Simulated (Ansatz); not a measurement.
# AgC$_{18}$: geometry relaxation (part 2 of 2)

AgC$_{18}$ (slab, 19 atoms in the cell); DFT PBEsol, scalar-relativistic, plane waves, PAW, spin-polarised (Ansatz 0.2.0); cutoff 420 eV, 2×2×1 k-mesh, Fermi–Dirac smearing of 0.02 eV, collinear spins. It belongs to a series of runs on one base structure; here: end point A relaxed.

Geometry of the input (Å; fractional positions):
```
7.3980  0.0000  0.0000
-3.6990  6.4069  0.0000
0.0000  0.0000  12.0000
C  0.0000  0.0000  0.0833
C  0.2222  0.1111  0.0833
C  0.0000  0.3333  0.0833
C  0.2222  0.4444  0.0833
C  -0.0000  0.6667  0.0833
C  0.2222  0.7778  0.0833
C  0.3333  0.0000  0.0833
C  0.5556  0.1111  0.0833
C  0.3333  0.3333  0.0833
C  0.5556  0.4444  0.0833
C  0.3333  0.6667  0.0833
C  0.5556  0.7778  0.0833
C  0.6667  0.0000  0.0833
C  0.8889  0.1111  0.0833
C  0.6667  0.3333  0.0833
C  0.8889  0.4444  0.0833
C  0.6667  0.6667  0.0833
C  0.8889  0.7778  0.0833
Ag 0.1403  0.2982  0.2550
```

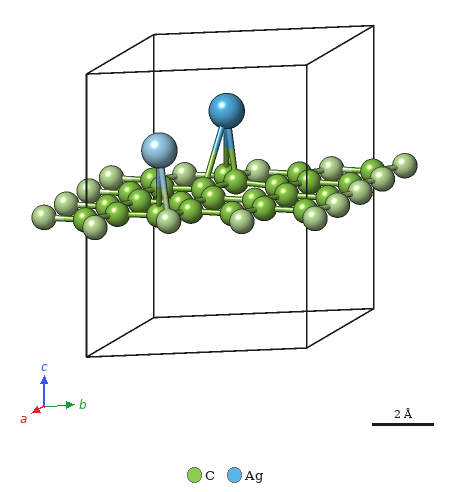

Figure 1. The geometry at step 5 of the log (ball-and-stick view of the cell of the calculation, with the vacuum cut short, seen slightly off an axis; neighbours outside the cell are drawn fainter).

```
Magnetization: 0.7208 μB (45.8604 up, 45.1396 down)
Absolute magnetization: 1.5629 μB (∫|ρ↑−ρ↓|, with the PAW one-centre terms)
Spin contamination: 0.2205 ħ² per cell (⟨S²⟩ above its minimum at these occupations)
Per-site moments (μB) at R_I (Å): [(0.02689083527496172, 0.5868499456935671), (-0.025286795281051433, 0.5862254790972089), (0.030895583583057946, 0.5859761599460906), (-0.014655032861606958, 0.5927711103655952), (0.026831558258968106, 0.5869133013966269), (-0.025349089825444798, 0.58650481148232), (0.025547048843093535, 0.5862254790972089), (-0.017518274729466828, 0.5866085681332541), (0.030824423488616824, 0.5858441530633772), (-0.025280575375912318, 0.5858441530633772), (0.031014014762849287, 0.5860637265560433), (-0.025325200921841765, 0.5860637265560433), (0.02541242367506507, 0.5860196188690151), (-0.025321336666878212, 0.5860196188690151), (0.025524438724505563, 0.5862868358245062), (-0.025317516024417095, 0.5859761599460906), (0.026920895722167958, 0.5870030255213333), (-0.01754054445459554, 0.5868499456935671), (0.06987583709443727, 0.9680746380000124)]
Free energy (F): -11959.283599 eV
Harris-Foulkes:  -11959.283599 eV  (|F-HF|=2.46e-9)
Internal energy: -11959.266193 eV  (E = F + TS)
E sigma→0 (E₀):  -11959.274896 eV
Entropy (-TS):   -0.017406 eV (-0.916 meV/atom)
Fermi energy:    -0.378499 eV
[...]
--- Per-component energies (eV) ---
  E_band       = -1247.868687
  E_kinetic    = 2162.395920
  E_local      = -22890.316573  (includes V_loc(G=0)·N_el)
  E_nonlocal   = 577.899892
  E_hartree    = 10368.826696
  E_xc         = -1036.689922
  E_vxc        = -1293.976294  (∫ρ·V_xc dr)
  E_paw        = -5556.253683  (= ΣΔE_a)
  E_vpaw       = -541.520923  (= ΣTr[D̂ρ^β])
  E_aug_tail   = 0.000444  (compensation charges beyond the density's cutoff)
  E_ewald      = 4414.168484
  E_core_change = 0.702548  (= ΣΔE_core)
  E_smearing   = -0.017406  (= −TS)
  E_closure    = 0.000000  (closes the sum)
  Σ components = -11959.283599   (vs F -11959.283599, Δ=0.00e0)
--- Forces (eV/Å), atoms counted from 1 ---
  atom   1  C     -0.01133493     0.00073764     0.00273971
  atom   2  C      0.00798181     0.01042990    -0.00064572
  atom   3  C     -0.00837479    -0.00672849     0.00331658
  atom   4  C      0.01432017     0.00644482     0.00264916
  atom   5  C     -0.00839304    -0.01784199    -0.00131640
  atom   6  C      0.01458731     0.00784113     0.00262822
  atom   7  C      0.00023147    -0.00376577     0.00015746
  atom   8  C      0.00227895    -0.01092733     0.00009898
  atom   9  C     -0.00462908    -0.00408852    -0.00357518
  atom  10  C      0.00878958     0.00549552    -0.00166282
  atom  11  C     -0.00781175    -0.00136465    -0.00073353
  atom  12  C      0.00110972     0.01341537     0.00289041
  atom  13  C     -0.00745401    -0.00900900     0.00115194
  atom  14  C      0.00789850     0.00141570    -0.00405889
  atom  15  C     -0.01062073     0.00967313     0.00409452
  atom  16  C      0.00137977     0.01243194    -0.00382748
  atom  17  C     -0.00101163    -0.01371895    -0.00209813
  atom  18  C      0.00308369    -0.00087074     0.00113636
  atom  19  Ag    -0.00203015     0.00043041    -0.00295310
  max |Σ_I F_I| component: 7.92e-6 eV/Å
--- Relaxed structure (9 steps of the walk, 9 accepted, 0 SCFs on fresh bases) ---
  F+E_penalty+E_count = -11959.28359903 eV   max|allowed force component| = 1.784e-2 eV/Å
  atoms:
    - { symbol: C, position: [-0.004400553744430361, -0.007791554834333236, 0.08079514930435544] }
    - { symbol: C, position: [0.2177792834765352, 0.10293079367592109, 0.08081930645889927] }
    - { symbol: C, position: [-0.00618929871757759, 0.3248157886278395, 0.08379986854587171] }
    - { symbol: C, position: [0.2178055256141273, 0.43680106122170037, 0.08998541741446206] }
    - { symbol: C, position: [-0.004344289828746684, 0.6591776185515651, 0.08082538710691128] }
    - { symbol: C, position: [0.21773318162782984, 0.7705000150046165, 0.08076142702710741] }
    - { symbol: C, position: [0.32913510182932915, -0.0075241092213208785, 0.079937117770668] }
    - { symbol: C, position: [0.5511991321928189, 0.10349520035070343, 0.08033082940856473] }
    - { symbol: C, position: [0.3299303511334003, 0.3248357952864051, 0.0838896072280447] }
    - { symbol: C, position: [0.5515255783729598, 0.4367665945214566, 0.08082953979145485] }
    - { symbol: C, position: [0.329875783269463, 0.6607952417362427, 0.08376551318349831] }
    - { symbol: C, position: [0.5515558895399706, 0.7704484771893516, 0.0807499858918001] }
    - { symbol: C, position: [0.6622819111686423, -0.007476052874798585, 0.07991980467239838] }
    - { symbol: C, position: [0.8840147984362622, 0.10300405760302639, 0.08080905962419774] }
    - { symbol: C, position: [0.6622323139132915, 0.3254563496384967, 0.07992831583052992] }
    - { symbol: C, position: [0.8840663935358155, 0.4367207682837195, 0.08081805544685339] }
    - { symbol: C, position: [0.6624133328868689, 0.6591317025625034, 0.08082055721871378] }
    - { symbol: C, position: [0.8845248257821445, 0.7701548216925209, 0.08066170786971433] }
    - { symbol: Ag, position: [0.21911723951129475, 0.4360054309843831, 0.2855527502059544] }
```

### Trajectory as extended XYZ (Å, eV, eV/Å), 9 frames, from step=1 to step=9
```
19
Lattice="7.3980 0.0000 0.0000 -3.6990 6.4069 0.0000 0.0000 0.0000 12.0000" Properties=species:S:1:pos:R:3:forces:R:3 step=1 energy=-11959.01511
C     0.0000    0.0000    1.0000    0.0307  -0.3673  -0.1723
C     1.2330    0.7119    1.0000    0.2761  -0.3864  -0.2059
C    -1.2330    2.1356    1.0000   -0.8923  -0.0687  -0.1178
C     0.0000    2.8475    1.0000    0.1090   0.8491  -0.0659
C    -2.4660    4.2712    1.0000    0.0408   0.0054  -0.0159
C    -1.2330    4.9831    1.0000   -0.0644  -0.0048  -0.0458
C     2.4660    0.0000    1.0000    0.0140  -0.0295   0.0119
C     3.6990    0.7119    1.0000    0.0177   0.0925   0.0369
C     1.2330    2.1356    1.0000    0.8197  -0.0888  -0.1292
C     2.4660    2.8475    1.0000    0.1228   0.1486  -0.0690
C     0.0000    4.2712    1.0000   -0.0016   0.3503  -0.1173
C     1.2330    4.9831    1.0000    0.0809  -0.0365  -0.0501
C     4.9320    0.0000    1.0000   -0.0603  -0.0111  -0.0031
C     6.1650    0.7119    1.0000   -0.2741  -0.4537  -0.1906
C     3.6990    2.1356    1.0000    0.0046  -0.1453  -0.0327
C     4.9320    2.8475    1.0000   -0.1712   0.1471  -0.0951
C     2.4660    4.2712    1.0000   -0.0641  -0.0190  -0.0034
C     3.6990    4.9831    1.0000    0.0122   0.0092   0.0519
Ag   -0.0656    1.9108    3.0600   -0.0003   0.0088   1.2130
19
Lattice="7.3980 0.0000 0.0000 -3.6990 6.4069 0.0000 0.0000 0.0000 12.0000" Properties=species:S:1:pos:R:3:forces:R:3 step=2 energy=-11959.15353
C     0.0007   -0.0074    0.9738    0.0141  -0.0837  -0.0327
C     1.2366    0.7048    0.9825    0.0533  -0.1005  -0.0517
C    -1.2402    2.1332    1.0293   -0.3811  -0.1097  -0.1493
C     0.0011    2.8526    1.0463    0.0733   0.3177  -0.0664
C    -2.4661    4.2693    0.9837    0.0481   0.0342  -0.0084
C    -1.2338    4.9818    0.9810   -0.0539  -0.0384  -0.0060
C     2.4680   -0.0038    0.9805   -0.0676   0.0412  -0.0020
C     3.6994    0.7093    0.9892    0.0123   0.1013  -0.0155
C     1.2406    2.1328    1.0203    0.3264  -0.0910  -0.1657
C     2.4703    2.8467    0.9893   -0.0841   0.0088   0.0222
C     0.0005    4.2761    0.9951    0.0125  -0.0066   0.0133
C     1.2347    4.9815    0.9812    0.0572  -0.0844  -0.0035
C     4.9305   -0.0039    0.9828    0.0469   0.0738   0.0014
C     6.1623    0.7044    0.9908   -0.0603  -0.1226  -0.0859
C     3.6991    2.1318    0.9834    0.0227  -0.1376  -0.0107
C     4.9276    2.8470    0.9906    0.0571  -0.0234   0.0275
C     2.4666    4.2688    0.9853   -0.0718   0.0157  -0.0066
C     3.6994    4.9787    0.9797    0.0098   0.0937  -0.0145
Ag   -0.0718    1.9551    3.1952   -0.0150   0.1113   0.5548
19
Lattice="7.3980 0.0000 0.0000 -3.6990 6.4069 0.0000 0.0000 0.0000 12.0000" Properties=species:S:1:pos:R:3:forces:R:3 step=3 energy=-11959.22095
C     0.0020   -0.0161    0.9570    0.0086   0.0465   0.0251
C     1.2384    0.6952    0.9680   -0.0227   0.0308   0.0056
C    -1.2439    2.1240    1.0327   -0.0152  -0.0474  -0.0899
C     0.0030    2.8491    1.0643    0.0228  -0.1397  -0.0115
C    -2.4648    4.2621    0.9757    0.0281   0.0661   0.0045
C    -1.2338    4.9743    0.9729   -0.0309  -0.0394   0.0034
C     2.4684   -0.0112    0.9668   -0.0561   0.0499  -0.0107
C     3.7005    0.7025    0.9761   -0.0020   0.0133   0.0035
C     1.2459    2.1239    1.0157    0.0157   0.0049  -0.0835
C     2.4720    2.8388    0.9833   -0.1273  -0.0814  -0.0133
C     0.0020    4.2707    0.9962    0.0212  -0.0594   0.0366
C     1.2370    4.9733    0.9725    0.0080  -0.0772   0.0041
C     4.9319   -0.0112    0.9695    0.0667   0.0817  -0.0176
C     6.1625    0.6945    0.9766    0.0004   0.0546  -0.0033
C     3.7003    2.1220    0.9729    0.0266  -0.0140   0.0122
C     4.9275    2.8388    0.9884    0.1014  -0.1149   0.0002
C     2.4671    4.2614    0.9763   -0.0279   0.0477   0.0028
C     3.7005    4.9722    0.9652    0.0015   0.0383   0.0012
Ag   -0.0911    2.0945    3.3300   -0.0190   0.1397   0.1307
19
Lattice="7.3980 0.0000 0.0000 -3.6990 6.4069 0.0000 0.0000 0.0000 12.0000" Properties=species:S:1:pos:R:3:forces:R:3 step=4 energy=-11959.25164
C     0.0028   -0.0254    0.9567    0.0089   0.0559   0.0402
C     1.2384    0.6854    0.9653   -0.0226   0.0115   0.0178
C    -1.2432    2.1117    1.0299   -0.0063  -0.0445  -0.0641
C     0.0041    2.8358    1.0773    0.0048  -0.1558  -0.0640
C    -2.4640    4.2516    0.9725    0.0110   0.0475   0.0061
C    -1.2330    4.9634    0.9704   -0.0150  -0.0296   0.0058
C     2.4686   -0.0215    0.9637   -0.0346   0.0375  -0.0213
C     3.7013    0.6916    0.9726   -0.0044  -0.0261   0.0010
C     1.2464    2.1123    1.0123    0.0279  -0.0081  -0.0456
C     2.4716    2.8274    0.9777   -0.0791  -0.0614  -0.0052
C     0.0030    4.2594    0.9978    0.0174   0.0399   0.0465
C     1.2375    4.9621    0.9701   -0.0142  -0.0496   0.0051
C     4.9329   -0.0211    0.9657    0.0503   0.0586  -0.0212
C     6.1636    0.6849    0.9732   -0.0034   0.0282   0.0073
C     3.7012    2.1109    0.9681    0.0204   0.0346   0.0012
C     4.9290    2.8268    0.9831    0.0511  -0.0779   0.0069
C     2.4677    4.2506    0.9733    0.0003   0.0347   0.0013
C     3.7013    4.9621    0.9639   -0.0017   0.0020  -0.0060
Ag   -0.1038    2.2908    3.3665   -0.0106   0.1026   0.0882
19
Lattice="7.3980 0.0000 0.0000 -3.6990 6.4069 0.0000 0.0000 0.0000 12.0000" Properties=species:S:1:pos:R:3:forces:R:3 step=5 energy=-11959.27258
C     0.0009   -0.0340    0.9634    0.0036   0.0276   0.0182
C     1.2354    0.6756    0.9674   -0.0027  -0.0068   0.0040
C    -1.2444    2.0993    1.0181    0.0048  -0.0057  -0.0309
C     0.0016    2.8203    1.0792   -0.0156  -0.0465  -0.0250
C    -2.4662    4.2413    0.9701    0.0196  -0.0131   0.0052
C    -1.2349    4.9531    0.9690   -0.0102  -0.0134   0.0087
C     2.4666   -0.0316    0.9615   -0.0075   0.0135  -0.0145
C     3.6995    0.6803    0.9681   -0.0091  -0.0153  -0.0013
C     1.2438    2.1004    1.0083    0.0330  -0.0075  -0.0112
C     2.4687    2.8160    0.9725   -0.0200  -0.0208  -0.0038
C     0.0012    4.2496    1.0000   -0.0021   0.0035   0.0223
C     1.2349    4.9514    0.9691   -0.0113   0.0214   0.0076
C     4.9313   -0.0307    0.9623    0.0366   0.0013  -0.0137
C     6.1625    0.6763    0.9713   -0.0278  -0.0263   0.0010
C     3.6997    2.1011    0.9624   -0.0024   0.0254   0.0041
C     4.9281    2.8149    0.9753    0.0094   0.0041   0.0032
C     2.4660    4.2401    0.9711    0.0094  -0.0031  -0.0015
C     3.6994    4.9515    0.9653   -0.0082  -0.0022   0.0017
Ag   -0.0686    2.4837    3.4056    0.0004   0.0640   0.0255
19
Lattice="7.3980 0.0000 0.0000 -3.6990 6.4069 0.0000 0.0000 0.0000 12.0000" Properties=species:S:1:pos:R:3:forces:R:3 step=6 energy=-11959.28179
C    -0.0023   -0.0420    0.9709   -0.0177  -0.0829  -0.0229
C     1.2315    0.6657    0.9703    0.0199   0.0197  -0.0034
C    -1.2467    2.0870    1.0044    0.0050   0.0386   0.0403
C    -0.0027    2.8053    1.0823   -0.0061   0.0281  -0.0260
C    -2.4687    4.2302    0.9697   -0.0295  -0.0124   0.0031
C    -1.2385    4.9428    0.9703    0.0382  -0.0059   0.0011
C     2.4631   -0.0417    0.9594    0.0364  -0.0102   0.0064
C     3.6961    0.6692    0.9635    0.0009   0.0218  -0.0067
C     1.2412    2.0881    1.0072   -0.0157   0.0111   0.0059
C     2.4653    2.8048    0.9686    0.0204   0.0183   0.0083
C    -0.0024    4.2397    1.0060   -0.0024  -0.0022  -0.0086
C     1.2316    4.9427    0.9695   -0.0049  -0.0305   0.0036
C     4.9291   -0.0410    0.9579   -0.0584  -0.0176   0.0116
C     6.1593    0.6660    0.9688    0.0259   0.0118  -0.0103
C     3.6966    2.0920    0.9579   -0.0021  -0.0301  -0.0011
C     4.9260    2.8043    0.9687   -0.0063   0.0111  -0.0088
C     2.4635    4.2297    0.9691   -0.0009   0.0027   0.0055
C     3.6964    4.9413    0.9676   -0.0039   0.0036   0.0086
Ag   -0.0131    2.6746    3.4277    0.0015   0.0252  -0.0063
19
Lattice="7.3980 0.0000 0.0000 -3.6990 6.4069 0.0000 0.0000 0.0000 12.0000" Properties=species:S:1:pos:R:3:forces:R:3 step=7 energy=-11959.28328
C    -0.0039   -0.0503    0.9676   -0.0112   0.0053   0.0183
C     1.2306    0.6589    0.9690   -0.0069   0.0297   0.0083
C    -1.2482    2.0810    1.0085    0.0297  -0.0157  -0.0212
C    -0.0044    2.7992    1.0844   -0.0012  -0.0525  -0.0333
C    -2.4706    4.2229    0.9695    0.0029   0.0007   0.0000
C    -1.2391    4.9359    0.9685   -0.0204   0.0139  -0.0052
C     2.4630   -0.0486    0.9591   -0.0225  -0.0110  -0.0082
C     3.6946    0.6625    0.9634    0.0085   0.0166   0.0048
C     1.2398    2.0815    1.0081   -0.0410  -0.0292  -0.0037
C     2.4643    2.7982    0.9697    0.0169  -0.0038   0.0012
C    -0.0038    4.2334    1.0032   -0.0178  -0.0033   0.0362
C     1.2297    4.9354    0.9683    0.0406   0.0239  -0.0063
C     4.9266   -0.0483    0.9587    0.0059  -0.0104  -0.0110
C     6.1580    0.6593    0.9685    0.0270   0.0273   0.0199
C     3.6951    2.0849    0.9582   -0.0120  -0.0031   0.0003
C     4.9243    2.7978    0.9689    0.0092  -0.0019   0.0174
C     2.4621    4.2226    0.9698   -0.0130   0.0010  -0.0004
C     3.6946    4.9337    0.9680    0.0089   0.0155  -0.0133
Ag    0.0127    2.7990    3.4288   -0.0036  -0.0028  -0.0038
19
Lattice="7.3980 0.0000 0.0000 -3.6990 6.4069 0.0000 0.0000 0.0000 12.0000" Properties=species:S:1:pos:R:3:forces:R:3 step=8 energy=-11959.28360
C    -0.0037   -0.0499    0.9695   -0.0113   0.0008   0.0027
C     1.2304    0.6595    0.9698    0.0079   0.0104  -0.0006
C    -1.2473    2.0810    1.0056   -0.0084  -0.0068   0.0033
C    -0.0044    2.7985    1.0798    0.0143   0.0065   0.0026
C    -2.4704    4.2233    0.9699   -0.0083  -0.0179  -0.0013
C    -1.2393    4.9365    0.9691    0.0146   0.0078   0.0026
C     2.4628   -0.0482    0.9592    0.0002  -0.0038   0.0002
C     3.6949    0.6631    0.9640    0.0023  -0.0109   0.0001
C     1.2393    2.0812    1.0067   -0.0046  -0.0041  -0.0036
C     2.4646    2.7983    0.9700    0.0088   0.0055  -0.0017
C    -0.0039    4.2336    1.0052   -0.0078  -0.0014  -0.0007
C     1.2305    4.9362    0.9690    0.0011   0.0134   0.0029
C     4.9272   -0.0479    0.9590   -0.0074  -0.0090   0.0012
C     6.1589    0.6599    0.9697    0.0079   0.0014  -0.0041
C     3.6953    2.0852    0.9591   -0.0106   0.0097   0.0041
C     4.9249    2.7980    0.9698    0.0013   0.0124  -0.0038
C     2.4624    4.2230    0.9698   -0.0011  -0.0138  -0.0021
C     3.6949    4.9343    0.9679    0.0031  -0.0008   0.0011
Ag    0.0082    2.7934    3.4266   -0.0020   0.0005  -0.0030
19
Lattice="7.3980 0.0000 0.0000 -3.6990 6.4069 0.0000 0.0000 0.0000 12.0000" Properties=species:S:1:pos:R:3:forces:R:3 step=9 energy=-11959.28360
C    -0.0037   -0.0499    0.9695   -0.0113   0.0007   0.0027
C     1.2304    0.6595    0.9698    0.0080   0.0104  -0.0006
C    -1.2473    2.0810    1.0056   -0.0084  -0.0067   0.0033
C    -0.0044    2.7985    1.0798    0.0143   0.0064   0.0026
C    -2.4704    4.2233    0.9699   -0.0084  -0.0178  -0.0013
C    -1.2393    4.9365    0.9691    0.0146   0.0078   0.0026
C     2.4628   -0.0482    0.9592    0.0002  -0.0038   0.0002
C     3.6949    0.6631    0.9640    0.0023  -0.0109   0.0001
C     1.2393    2.0812    1.0067   -0.0046  -0.0041  -0.0036
C     2.4646    2.7983    0.9700    0.0088   0.0055  -0.0017
C    -0.0039    4.2336    1.0052   -0.0078  -0.0014  -0.0007
C     1.2305    4.9362    0.9690    0.0011   0.0134   0.0029
C     4.9272   -0.0479    0.9590   -0.0075  -0.0090   0.0012
C     6.1589    0.6599    0.9697    0.0079   0.0014  -0.0041
C     3.6953    2.0852    0.9591   -0.0106   0.0097   0.0041
C     4.9249    2.7980    0.9698    0.0014   0.0124  -0.0038
C     2.4624    4.2230    0.9698   -0.0010  -0.0137  -0.0021
C     3.6949    4.9343    0.9679    0.0031  -0.0009   0.0011
Ag    0.0082    2.7934    3.4266   -0.0020   0.0004  -0.0030
```

### Results in brief

| quantity | value |
| --- | --- |
| outcome | converged |
| electrons treated | 91 |
| free energy | −11959.2836 eV |
| Fermi energy | −0.378 eV |
| net moment of the cell | 0.72 μB |
| integrated absolute moment | 1.56 μB |
| final volume | 568.78 Å³ |
| largest force (length of the vector) at the end | 0.020 eV/Å |
| wall time | 1.9 min (CPU time 3.7 min) |
| peak memory | 0.96 GiB |

The k-point mesh is coarse for a cell of this size, so the results may not be converged.
